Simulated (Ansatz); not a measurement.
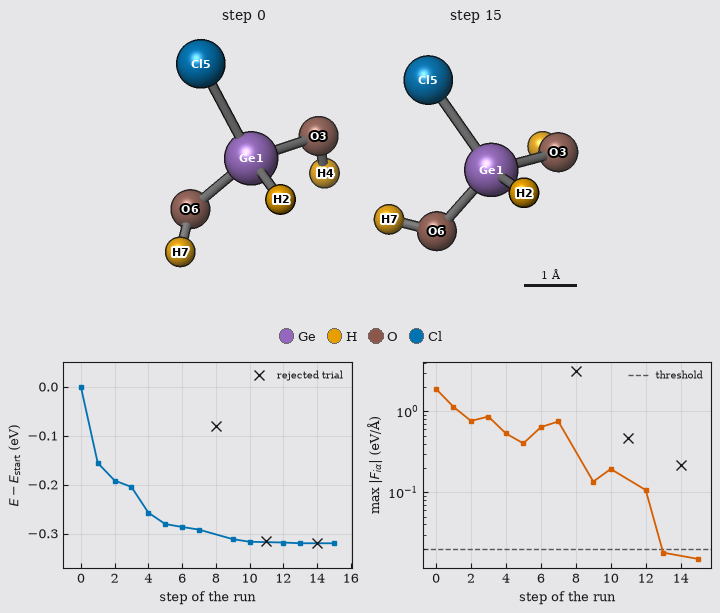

First and last geometry of a relaxation of GeH3O2Cl, with the history of the run. The picture is a ball-and-stick view, seen at a tilt.

The run prepares the start of a later molecular dynamics calculation, from a guessed geometry.

The calculation used RKS PBE0/def2-SVP (Ansatz). (no spin polarisation; force threshold 0.02 eV/Å; at most 40 steps)

Question: Read the history and describe the run.

Answer: It converged. The energy falls by 0.320 eV in 12 accepted moves (15 points after the start). Largest force component: 1.9 eV/Å at the start, 0.015 eV/Å at the end. The line search rejected the trial steps at points 8, 11, 14 of the run. The forces were under the threshold at step 13, but the run went on from there. H7 moves most after the best rigid fit: 0.81 Å. By element the largest moves are H 0.81 Å, O 0.56 Å, Cl 0.46 Å, Ge 0.30 Å. Near-neighbour distances that change, for instance: Ge1–Cl5 2.218 → 2.164 Å, O3–H4 1.010 → 0.965 Å, Ge1–H2 1.550 → 1.523 Å, Ge1–O3 1.770 → 1.754 Å. Bond angles that change, for instance: H2–Ge1–O6 109.5° → 114.7°, Cl5–Ge1–O6 109.5° → 105.6°, Ge1–O3–H4 109.5° → 112.8°. Groups turn about Ge1–O6 by about 95°, Ge1–O3 by about 75°. Cost: 41 s on 1 thread of Intel(R) Xeon(R) 6975P-C (Granite Rapids), on a shared host, peak memory 0.22 GiB.

| step | E − E(0), eV | largest force component, eV/Å | note |
| --- | --- | --- | --- |
| 0 | 0.0000 | 1.8997 |  |
| 1 | -0.1558 | 1.1401 |  |
| 2 | -0.1916 | 0.7634 |  |
| 3 | -0.2049 | 0.8632 |  |
| 4 | -0.2572 | 0.5343 |  |
| 5 | -0.2806 | 0.4026 |  |
| 6 | -0.2866 | 0.6388 |  |
| 7 | -0.2920 | 0.7522 |  |
| 8 | -0.0794 | 3.1489 | rejected |
| 9 | -0.3115 | 0.1357 |  |
| 10 | -0.3169 | 0.1942 |  |
| 11 | -0.3160 | 0.4732 | rejected |
| 12 | -0.3184 | 0.1067 |  |
| 13 | -0.3199 | 0.0179 |  |
| 14 | -0.3194 | 0.2189 | rejected |
| 15 | -0.3200 | 0.0150 |  |
